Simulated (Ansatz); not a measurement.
**Ge (diamond), energy against volume**

Ge (diamond), conventional cell a = b = c = 5.6762 Å, α = β = γ = 90.00°. The calculation uses the primitive cell of 2 atoms, to which meshes and values per cell refer.

Equation-of-state scan: isotropic scaling of the cell above, V₀ being its volume. Symmetry pins the atoms to their sites.

The numbers are results of PBEsol (plane waves to 420 eV, PAW, scalar-relativistic; Ansatz, an electronic-structure program), not measurements. k mesh 14×14×14 (Γ-centred), Fermi-Dirac smearing 0.05 eV. Energies are smeared free energies. Stress and pressure are positive under compression. Ge was relaxed with its symmetry unable to fall. ΔE is measured from the relaxed starting cell.

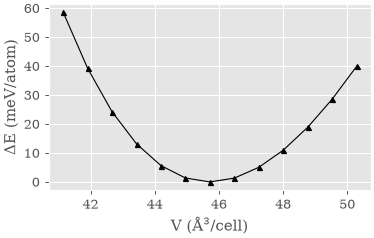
*ΔE (meV/atom) against V (Å³/cell); markers are the computed points, lines only join them.*

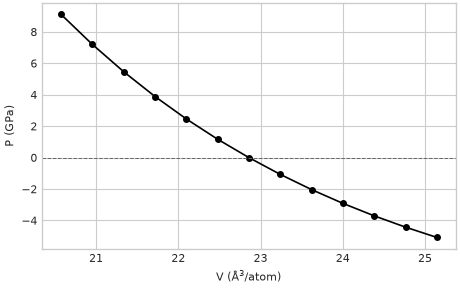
Figure: P (GPa) against V (Å³/atom); one marker a computed point.

The equilibrium volume of the fit comes out as 22.86 Å³/atom, the energy cost of the largest expansion comes out as 40 meV/atom and the bulk modulus B₀ (third-order Birch-Murnaghan fit) comes out as 67.1 GPa. The pressure at the smallest volume is 9.1 GPa and the pressure for 5 % compression (fit) comes out as 3.9 GPa.

P = (3B₀/2)(x⁷ − x⁵)[1 + ¾(B₀′ − 4)(x² − 1)] with x = (1/0.95)^(1/3), B₀ = 67.1 GPa and B₀′ = 4.85.

(Under strain, the slope of the energy per volume gives the stress and its curvature an elastic modulus.)
